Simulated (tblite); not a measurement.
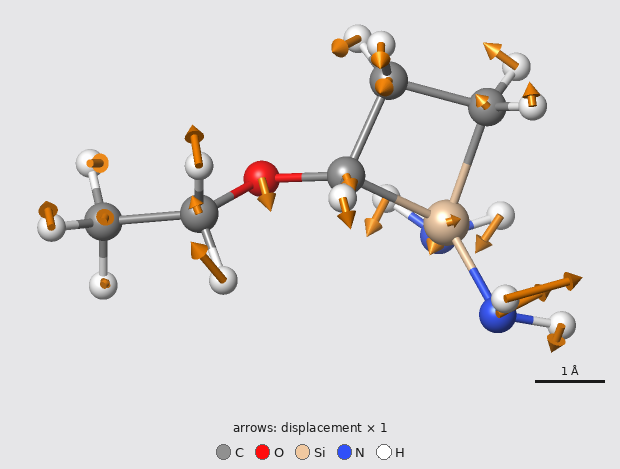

This is a relaxation of C5H14N2OSi. The starting structure is drawn; orange arrows show the displacements, at their true length. The two geometries are superimposed by the best rigid fit.

A ball-and-stick model, seen at a tilt.

Level of theory: tblite 0.8.0, GFN2-xTB geometry optimisation, gas phase. 

What happened in the run?

The atom that moves furthest after the best rigid fit is an H atom (1.30 Å). By element the largest moves are H 1.30 Å, N 1.02 Å, O 0.53 Å, C 0.50 Å, Si 0.22 Å. Near-neighbour distances that change, for instance: C–Si 1.841 → 1.927 Å, N–Si 1.786 → 1.717 Å, N–Si 1.771 → 1.724 Å, H–N 1.051 → 1.006 Å. Among the angles between lasting bonds that change: C–Si–N 111.0° → 125.8°, C–Si–N 112.7° → 126.6°, N–Si–N 116.2° → 105.3°. Groups turn about C–O by about 50°, C–C by about 20°. The energy falls by 23.3 kcal/mol in 130 geometry steps. Cost: 2.2 s on 1 thread of Arm Neoverse N1 (shared host).
